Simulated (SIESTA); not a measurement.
Band structure of InNi3N (Pm-3m, 5 atoms in the cell).

```xyz
5
Lattice="3.8399 0.0000 0.0000 0.0000 3.8399 0.0000 0.0000 0.0000 3.8399" Properties=species:S:1:pos:R:3 pbc="T T T"
In     0.0000     0.0000     0.0000
Ni     1.9199     1.9199     0.0000
Ni     0.0000     1.9199     1.9199
Ni     1.9199     0.0000     1.9199
N      1.9199     1.9199     1.9199
```

Method of the run: LDA PW92, numerical atomic orbitals DZP, PseudoDojo LDA standard norm-conserving potentials (rewritten from UPF to PSML) (SIESTA).

Settings: XC.functional = LDA; XC.authors = PW92; potentials = PseudoDojo LDA standard; PAO.BasisSize = DZP; PAO.EnergyShift = 0.01 Ry; MeshCutoff = 300 Ry; kgrid.MonkhorstPack = 9 9 9; OccupationFunction = MP; OccupationMPOrder = 0; ElectronicTemperature = 1160.45 K; MaxSCFIterations = 150; SCF.Mixer.Method = Pulay; SCF.Mixer.Weight = 0.2; SCF.Mixer.History = 8.

The starting cell comes from a database of computed structures (which also holds hypothetical and non-ambient phases and stackings), without a prior relaxation at this level. Spin polarisation is off, so a magnetic state, if there is one, cannot be reached. Values carry the incompleteness of an atom-centred basis.

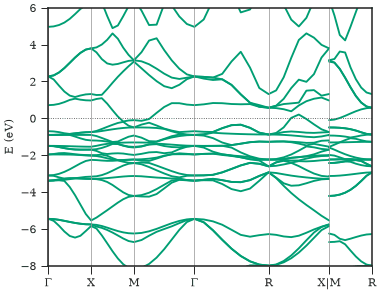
Bands along the path, energies from the Fermi level.

Levels in eV from the Fermi level, bands 33 to 38:
```csv
point,33,34,35,36,37,38
Γ,-0.90,-0.90,-0.90,-0.70,0.72,2.27
X,-1.20,-0.90,-0.74,-0.74,0.97,1.32
M,-1.31,-0.93,-0.49,-0.49,-0.10,3.08
R,-1.27,-0.88,-0.88,-0.88,0.58,0.58
```

Bands cross the Fermi level along this path, so the cell is metallic at this level.

Higher empty bands are left out: an atom-centred basis made for the valence describes them poorly.
